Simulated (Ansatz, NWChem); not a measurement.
How basis sets differ on NH3 (ammonia)

NH3: 4 atoms, total charge 0, spin state singlet. SMILES: `N`. The coordinates come from a PBE0-D4/def2-TZVP relaxation. The run starts from this shape.

```xyz
4

N    -0.0699    0.2495    0.1109
H     0.4905   -0.3018    0.7492
H    -0.8875   -0.3019   -0.1189
H     0.4669    0.3543   -0.7412
```

Each level gives the adiabatic ionisation energy (to the doublet cation, no zero-point term) (eV). The values are calculated.

```tsv
level	kind	program	value (eV)
HF/STO-3G	Hartree–Fock	Ansatz	6.76
HF/3-21G	Hartree–Fock	Ansatz	8.05
HF/6-31G* (spherical functions)	Hartree–Fock	NWChem	8.48
HF/6-31G* (Cartesian functions)	Hartree–Fock	Ansatz	8.47
HF/cc-pVTZ	Hartree–Fock	Ansatz	8.56
```

The values span 6.76 to 8.56 eV. Without the sets that lack polarisation functions the rows with a basis span only 8.47 to 8.56 eV.

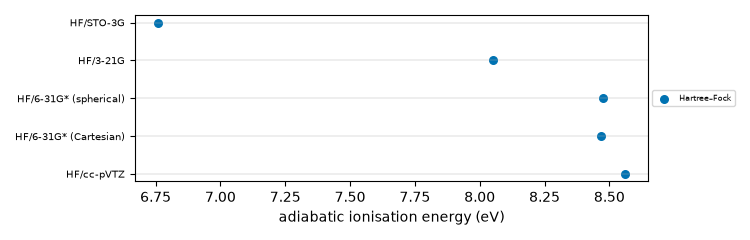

The values of the table, level by level.
